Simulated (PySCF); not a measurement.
SMILES FC(F)(CCC=C)F (C5H7F3) at its GFN2-xTB optimised geometry (Å):

```
15

C      1.8820    -1.6295     0.9299
C      1.1396    -1.0609     0.0000
C     -0.3578    -1.0609     0.0000
C     -0.9011     0.3725     0.0000
C     -2.4141     0.3812    -0.0330
F     -2.9114     1.6295    -0.0325
F     -2.9573    -0.2427     1.0233
F     -2.9089    -0.2220    -1.1253
H      2.9573    -1.6127     0.8899
H      1.4435    -2.1438     1.7692
H      1.6006    -0.5504    -0.8353
H     -0.7316    -1.5940     0.8758
H     -0.7191    -1.5746    -0.8957
H     -0.5857     0.9033     0.9002
H     -0.5490     0.9216    -0.8755
```

Level of theory: PBE/def2-TZVP (PySCF 2.14.0). Cells within 0.4 Å of a nucleus heavier than hydrogen are left out (blank, or x).

Map of the deformation density (molecule minus spherical neutral atoms) (e/bohr³) on the plane z = 1.0 Å:

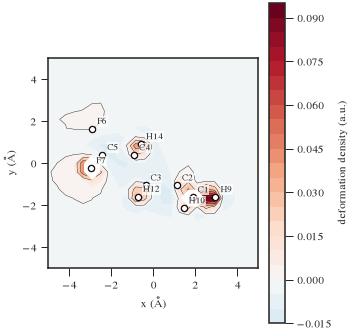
Deformation density (molecule minus spherical neutral atoms) (e/bohr³) on the plane z = 1.0 Å.
